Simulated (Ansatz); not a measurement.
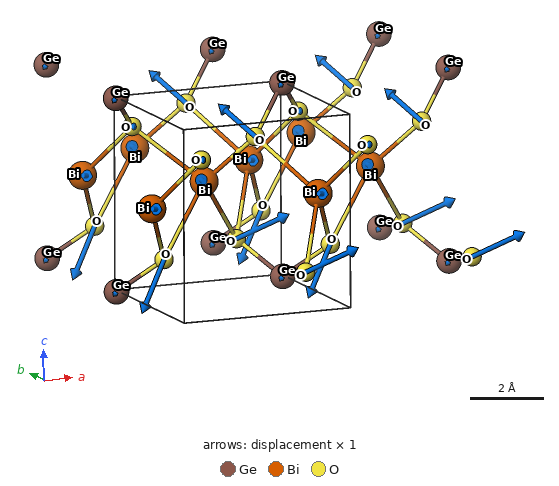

This is a relaxation of solid GeBi2O4 (built on the CdIn2Se4-111 type type). The starting structure is drawn; blue arrows show the displacements (the part carried along by the change of the cell is left out), at their true length.

A ball-and-stick model of the cell of the calculation, reduced to other axes, repeated 2 × 2 × 1 with one cell outlined, seen slightly off an axis. Lengths and directions refer to the drawn axes.

Case: shaken.

Method: Ansatz, DFT, PBEsol, plane waves, PAW. Set-up: plane-wave cutoff 420 eV; k-point mesh 4 × 4 × 4; occupations fermi dirac; smearing width 0.05 eV; no spin polarisation; cell and atoms relaxed; force threshold 0.01 eV/Å; at most 120 steps.

**Describe the change and its energy.**

After 53 accepted moves (68 points after the start) the energy has fallen by 2.682 eV per cell of the calculation. The largest force component goes from 3.7 to 0.0048 eV/Å. Pressure: 3.45 GPa at the start and 0.00 GPa at the end. The line search rejected the trial steps at points 4, 13, 17, 19, 21, 38, 45, 55 and more of the run. The SCF was repeated 4 times at an unchanged geometry on a basis and grid sized afresh for the cell, which shifted the energy by 61.4 meV per cell of the calculation at most. An O atom moves most relative to the cell: 1.92 Å along [2 −3 2]. Largest moves by element: O 1.92 Å, Bi 0.69 Å, Ge 0.17 Å. The drawn cell changes as follows: a 4.956 → 5.241 Å (+5.7 %), b 4.974 → 5.359 Å (+7.8 %), c 5.403 → 4.626 Å (−14.4 %), α 89.4° → 84.3°, β 89.6° → 82.7°, γ 89.4° → 103.9°; the volume changes by −6.9 %. Among the contacts that change: Bi–O 2.645 → 4.642 Å, Bi–O 4.054 → 2.164 Å, Bi–O 2.459 → 4.287 Å, Bi–O 4.034 → 2.416 Å. New bonds form, among them: Bi–O (4.03 → 2.42 Å), Bi–O (4.05 → 2.16 Å). Bonds break, among them: Bi–O (2.46 → 4.29 Å). Among the angles between lasting bonds that change: O–Bi–O 126.4° → 161.7°, O–Bi–O 107.6° → 80.9°, O–Bi–O 101.8° → 80.8°. The space group stays P1 (No. 1).
